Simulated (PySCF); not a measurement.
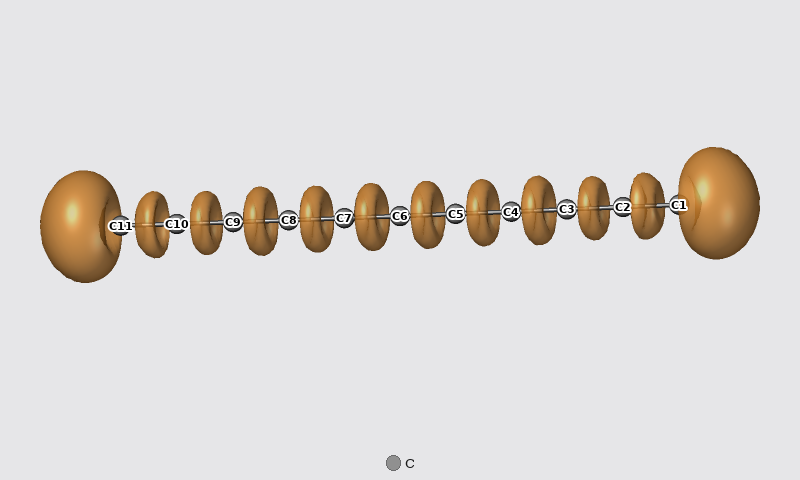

Figure 1: C11. Isosurface of the ELF at 0.8 (orange), seen from one side. Only the valence region is drawn (cores and ρ < 0.01 e/Å³ removed).

Geometry: PBE0-D3(BJ)/def2-SVP.

All numbers below come from PBE0/pcSseg-1, SCF density, gas phase, non-relativistic in PySCF 2.14.0.

```xyz
11

C     5.4557   -3.1398    1.5034
C     4.3588   -2.5121    1.2382
C     3.2571   -1.8827    0.9684
C     2.1730   -1.2626    0.7021
C     1.0847   -0.6340    0.4307
C     0.0000   -0.0085    0.1594
C    -1.0844    0.6183   -0.1105
C    -2.1725    1.2474   -0.3796
C    -3.2509    1.8766   -0.6473
C    -4.3468    2.5161   -0.9157
C    -5.4370    3.1549   -1.1795
```

> Where are the electrons localised?

The surface consists of ten regions between bonded C–C atoms (shared pairs) and two lobes on C, pointing away from the bonds (lone pairs).

Values along the shortest contacts:
C–C (1.28 Å): the ELF peaks at about 0.90 between the atoms; a short, multiple covalent bond.
